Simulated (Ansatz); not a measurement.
# SiHCl3 (trichlorosilane) at HSE06/STO-3G

What is the energy change on altering one bond length of SiHCl3 (trichlorosilane) at HSE06/STO-3G? 

The calculation is run with Ansatz 0.2.0.

56 further runs of the same task are left out: 10 that didn't finish, 46 set aside as unsound or not needed.

**1. The structure to begin with**

SiHCl3: 5 atoms, total charge 0, spin state singlet. SMILES: `Cl[SiH](Cl)Cl`. Geometry: relaxed at PBE0-D4/def2-TZVP.

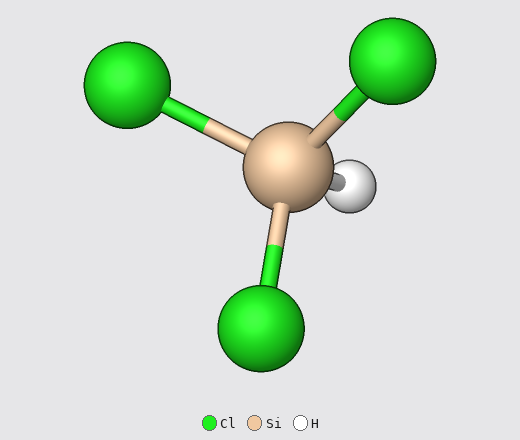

Viewed from a chosen angle; chlorine green, silicon light orange, hydrogen white.

**2. The energy at HSE06/STO-3G**

The input, job.yaml:

```yaml
crystal:
  periodic: [false, false, false]
  atoms:
    - {symbol: Cl, position_ang: [1.690930, -0.571430, 0.891880]}
    - {symbol: Si, position_ang: [-0.081300, -0.012690, 0.075440]}
    - {symbol: Cl, position_ang: [0.017700, 1.933700, -0.491290]}
    - {symbol: Cl, position_ang: [-0.476020, -1.170520, -1.544190]}
    - {symbol: H, position_ang: [-1.151310, -0.179060, 1.068150]}
basis:
  gaussian: {orbitals: STO-3G}
accuracy: high
hamiltonian: {xc: hse06}
```

The run is started by

```
$ ansatz run job.yaml --threads 1 --pin off --max-ram 3480MiB --events-out events.jsonl --progress --plain --runs-dir runs
```

What it wrote:

```text
Warning: RAYON_NUM_THREADS=1 ignored (pool sized by the plan → 1); use --threads N
Functional definition: HSE06
  name "HSE06"
  parameter a = 0.25
  parameter omega = 0.11/bohr
  exchange = pbe_x - a*pbe_x_sr(omega) + a*exact_x_sr(omega)
  correlation = pbe_c
712 factors; integrals over basis functions are off by at most 2.0e-8 eV
72 factors; integrals over basis functions are off by at most 6.3e-10 eV
mean field evaluation 1: about -44946.4245 eV, gradient 3.1e1 eV
mean field evaluation 2: about -44946.7355 eV, gradient 3.1e1 eV
mean field evaluation 4: about -44950.4783 eV, gradient 1.4e-1 eV
mean field evaluation 8: about -44950.4753 eV, gradient 9.6e-5 eV
mean field -44950.47533246 eV, -1651.8994999414 hartree, gradient 1.1e-8 eV, S^2 0.000000; 0 other end points of the search recorded, 0 dependent functions left out
reference -44950.47533433 eV, -1651.8995000102 hartree; 33, 33 occupied and 4, 4 virtual orbitals, 712 factors
Total energy: -44950.47533433 eV, -1651.8995000102 hartree
```

Wall time 2.9 s (1 thread of Arm Neoverse V2, shared host); peak memory 0.14 GiB.

**3. The distorted shape, same level**

The input, molecule.yaml:

```yaml
basis:
  gaussian:
    orbitals: STO-3G
crystal:
  periodic: [false, false, false]
  atoms:
    - {symbol: Cl, position_ang: [1.789612, -0.281968, 1.296794]}
    - {symbol: Si, position_ang: [0.017382, 0.276772, 0.480354]}
    - {symbol: Cl, position_ang: [0.116382, 2.223162, -0.086376]}
    - {symbol: Cl, position_ang: [-0.476020, -1.170520, -1.544190]}
    - {symbol: H, position_ang: [-1.052628, 0.110402, 1.473064]}
hamiltonian:
  xc: hse06
accuracy: high
```

The run is started by

```
$ ansatz run molecule.yaml --threads 1 --pin off --max-ram 3480MiB --events-out events.jsonl --progress --plain --runs-dir runs
```

What it wrote (excerpt; [...] marks lines left out):

```text
Warning: RAYON_NUM_THREADS=1 ignored (pool sized by the plan → 1); use --threads N
[... 6 set-up lines as earlier in the session ...]
700 factors; integrals over basis functions are off by at most 1.7e-8 eV
75 factors; integrals over basis functions are off by at most 1.5e-9 eV
mean field evaluation 1: about -44943.6843 eV, gradient 3.2e1 eV
mean field evaluation 2: about -44937.1589 eV, gradient 5.0e1 eV
mean field evaluation 4: about -44949.2365 eV, gradient 2.4e0 eV
mean field evaluation 8: about -44949.2645 eV, gradient 4.6e-2 eV
mean field evaluation 16: about -44949.2645 eV, gradient 8.7e-8 eV
mean field -44949.26451920 eV, -1651.8550033749 hartree, gradient 6.1e-9 eV, S^2 0.000000; 0 other end points of the search recorded, 0 dependent functions left out
reference -44949.26452117 eV, -1651.8550034471 hartree; 33, 33 occupied and 4, 4 virtual orbitals, 700 factors
Total energy: -44949.26452117 eV, -1651.8550034471 hartree
```

Run time: 2.6 s. Hardware: 1 thread of Arm Neoverse V2, shared host; peak memory 0.14 GiB.

**4. What came out**

Level: HSE06/STO-3G.

| quantity | value |
| --- | --- |
| first shape: total energy | -1651.89950 Eh |
| distorted shape: total energy | -1651.85500 Eh |
| energy change with the Si2–Cl4 bond stretched from 2.030 to 2.537 Å | 1.211 eV |

In words: With the Si2–Cl4 bond stretched from 2.030 to 2.537 Å the energy rises by 1.21 eV (117 kJ/mol). The first shape isn't relaxed at this level, so the change isn't measured from a minimum. The minimal basis adds a large error of its own.
